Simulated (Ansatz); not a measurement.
## Calibrating r2SCAN-D4/def2-TZVPP on molecular compounds of B

The atomisation enthalpy at 298 K in kJ/mol of 7 molecular compounds of B: x at r2SCAN-D4/def2-TZVPP, y from tabulated heats of molecules and atoms (NIST-JANAF tables). Shapes, held fixed at every level: PBE0-D4/def2-TZVP. Computed values hold a harmonic thermal term (PBE0-D4/def2-TZVP) and the atoms' spin-orbit lowering. Programs: Ansatz 0.2.0.

```
                    molecule  x (kJ/mol)  y (kJ/mol)
     BBr3 (boron tribromide)        1151        1110
BBrCl2 (bromodichloroborane)        1300        1262
    BCl3 (boron trichloride)        1375        1337
      BBrF2 (SMILES FB(F)Br)        1684           ?
           BHF2 (SMILES FBF)        1691        1681
BClF2 (chlorodifluoroborane)        1760        1736
     BF3 (boron trifluoride)        1954        1944
```

Q: Fit y = c + s·x to the known rows and predict y for BBrF2.

A: 
1. Means of the 6 rows: x = 1538.50, y = 1511.7.
2. Σ(Δx)² = 478730, Σ(Δx·Δy) = 498897, so the slope is 498897/478730 = 1.0421.
3. Intercept: 1511.7 − (1.0421) × 1538.50 = -91.6. The largest residual of the fit is 10.
4. BBrF2: -91.6 + 1.0421 × 1684 = 1663 kJ/mol.

The tabulated heats give 1661 kJ/mol, so the prediction is off by +2 kJ/mol, within the largest residual. Uncorrected, r2SCAN-D4/def2-TZVPP misses BBrF2 by +23 kJ/mol, and the other rows by 27 on average. With references in doubt, neither the misses nor the line can be laid on the level alone. Left out in turn, the other rows are missed by 6 kJ/mol on average, so much of the error is systematic among these molecules. The tabulated values of BBr3, BBrCl2, BBrF2, BHF2, BClF2 are in doubt (older tables, estimates, or at odds with other calculations) and kept here. Relativity is left out for Br.

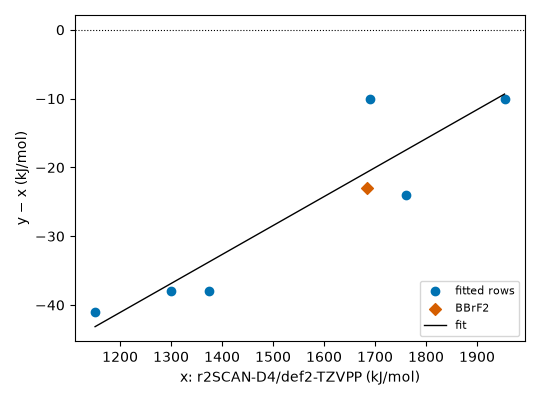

The correction y − x against x, with the fitted line and the withheld molecule.
